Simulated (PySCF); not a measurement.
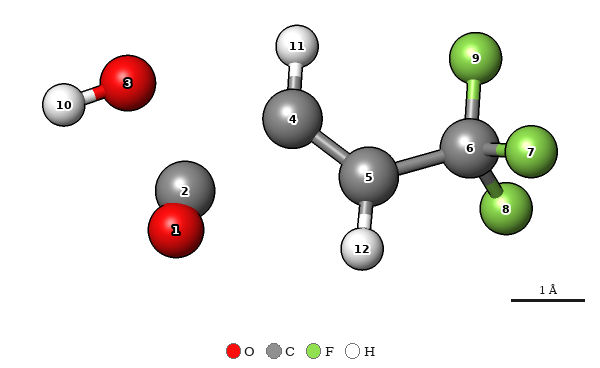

*The structure as given in the input (ball-and-stick view, seen at a tilt; atoms are numbered from 1 in the order of the input). Sticks are drawn by distance; a stretched bond gets none, so the picture shows separate pieces.*

# C4H3F3O2: NMR shielding calculation

The run: NMR shielding calculation of C4H3F3O2. Method and program: GIAO B97-D/MINI NMR shielding, non-relativistic, gas phase (PySCF 2.14.0).

Some settings of this run were made unusual or wrong on purpose. The geometry comes from this level: GFN2-xTB, altered. Figures and captions count atoms from 1; the log counts them from 0 in places.

The program's output
```
final grid: 118176 points
cycle   1  E = -595.4139539962  dE =  5.186e+00  |g| = 9.776e-01  |ddm| = 6.107e+00
cycle   2  E = -591.1712452737  dE =  4.243e+00  |g| = 2.506e+00  |ddm| = 6.547e+00
cycle   3  E = -595.3611490488  dE = -4.190e+00  |g| = 8.365e-01  |ddm| = 6.093e+00
cycle   4  E = -595.7771727912  dE = -4.160e-01  |g| = 1.775e-01  |ddm| = 2.276e+00
cycle   5  E = -595.7710788002  dE =  6.094e-03  |g| = 2.492e-01  |ddm| = 5.889e-01
cycle   6  E = -595.7928546807  dE = -2.178e-02  |g| = 3.974e-02  |ddm| = 4.357e-01
cycle   7  E = -595.7924945996  dE =  3.601e-04  |g| = 4.445e-02  |ddm| = 1.534e-01
cycle   8  E = -595.7930152492  dE = -5.206e-04  |g| = 2.849e-02  |ddm| = 5.648e-02
cycle   9  E = -595.7933114272  dE = -2.962e-04  |g| = 1.308e-02  |ddm| = 4.067e-02
cycle  10  E = -595.7933833461  dE = -7.192e-05  |g| = 4.200e-03  |ddm| = 4.537e-02
cycle  11  E = -595.7933913374  dE = -7.991e-06  |g| = 5.570e-04  |ddm| = 9.849e-03
cycle  12  E = -595.7933914790  dE = -1.416e-07  |g| = 8.025e-05  |ddm| = 1.640e-03
cycle  13  E = -595.7933914817  dE = -2.755e-09  |g| = 1.839e-05  |ddm| = 2.415e-04
cycle  14  E = -595.7933914819  dE = -1.155e-10  |g| = 6.135e-06  |ddm| = 5.292e-05
converged SCF energy = -595.7933914819

GIAO shielding tensors (ppm)
atom      isotropic    diamagn.    paramagn.     s11        s22        s33       span
  0 O      112.600     414.982    -302.382    -21.852    103.248    256.404    278.257
  1 C      153.531     250.046     -96.516     81.093    129.804    249.695    168.602
  2 O     -211.131     388.212    -599.343   -623.754   -322.039    312.401    936.155
  3 C       50.368     244.272    -193.904    -50.273     59.123    142.254    192.526
  4 C      126.926     242.062    -115.135     55.976    146.556    178.248    122.272
  5 C      130.396     240.671    -110.275    104.950    141.743    144.496     39.545
  6 F      311.426     456.443    -145.018    239.903    337.864    356.510    116.607
  7 F      311.394     456.271    -144.877    239.745    337.932    356.504    116.759
  8 F      338.493     456.219    -117.726    272.993    351.313    391.173    118.180
  9 H       18.866      30.887     -12.022      7.223     16.261     33.113     25.891
 10 H       20.162      23.304      -3.142     15.426     19.855     25.204      9.778
 11 H       24.847      23.911       0.936     22.050     24.563     27.929      5.878
```

The run was set up as follows.

Input file
```
{"job": {"kind": "nmr", "xc": "B97-D", "basis": "MINI", "pop": true, "scf": {"max_cycle": 84}}, "charge": 0, "multiplicity": 1}
O     -2.105659    -0.970692    -0.638203
C     -1.948778    -0.531876    -0.259438
O     -2.668625     0.673736     0.767433
C     -0.394150     0.282555     0.459646
C      0.628313    -0.366000    -0.079928
C      2.060983    -0.042430     0.216615
F      2.709187    -1.097416     0.735586
F      2.730169     0.303979    -0.894560
F      2.208102     0.965530     1.084763
H     -3.579648     0.424744     0.542955
H     -0.275708     1.098323     1.157078
H      0.480130    -1.179956    -0.776090
```

The first line tells a small driver script what to run in PySCF; the rest is the geometry in Å.

Command:
```bash
OMP_NUM_THREADS=1 python <driver script> task.json out
```

What the run reported

- outcome: converged
- total energy: −595.793391 hartree
- HOMO: −6.67 eV
- LUMO: −3.63 eV
- dipole moment: 3.31 D
- isotropic shielding, O: −211.1 to 112.6 ppm
- isotropic shielding, C: 50.4 to 153.5 ppm
- isotropic shielding, F: 311.4 to 338.5 ppm
- isotropic shielding, H: 18.9 to 24.8 ppm
- hardware: 1 CPU thread, shared host
- wall time: 6.1 s
- peak memory: 0.33 GiB

What went wrong

Some settings of this run were drawn to be unusual or wrong. It converged; results that depend on the unusual settings are not reference values.
